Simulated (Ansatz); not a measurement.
Abstraction of H: CH5BO2 + C2H6InO → CH4BO2 + C2H7InO

Gas-phase species: CH5BO2 `COBO`, singlet; C2H6InO `C[CH2][In][OH]`, doublet; CH4BO2 `CO[B]O`, doublet; C2H7InO `C[CH2][InH][OH]`, singlet. A radical takes H: the energy is the difference in strength between the B–H bond broken and the In–H bond made.

Shapes, held fixed at every level: PBE0-D4/def2-TZVP. Flexible molecules stand in one conformer, not always the lowest. Programs: Ansatz 0.2.0. Electronic energies: no zero-point or thermal term.

| level | kind | ΔE (kJ/mol) | less CCSD(T)/def2-TZVPP |
| --- | --- | --- | --- |
| MP2/def2-TZVPP | perturbation theory | +172.8 | -1.7 |
| HF/def2-TZVPP | Hartree–Fock | +160.3 | -14.2 |
| B3LYP-D4/def2-TZVPP | global hybrid | +189.3 | +14.8 |
| PBE0-D4/def2-TZVPP | global hybrid | +175.4 | +0.9 |
| B2PLYP/def2-TZVPP | double hybrid | +183.6 | +9.1 |
| CCSD/def2-TZVPP | coupled cluster or CI | +173.8 | -0.7 |
| CCSD(T)/def2-TZVPP | coupled cluster or CI | +174.5 | 0.0 |

The highest level, CCSD(T)/def2-TZVPP, gives ΔE = +174.5 kJ/mol; the levels span +160.3 to +189.3. The column of differences is taken from that level and isn't an error. No measured value is set beside it here. Spin contamination: C2H6InO (⟨S²⟩ up to 0.79). Open shells run unrestricted. For atoms past krypton def2 sets carry core potentials with scalar relativity. Outer-core shells of In are correlated, in sets that cover them unevenly.

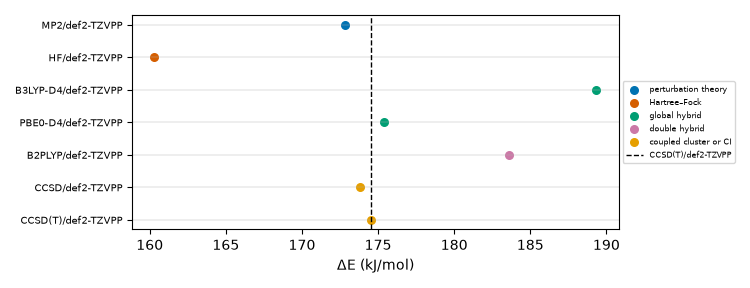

The values of the table, level by level.
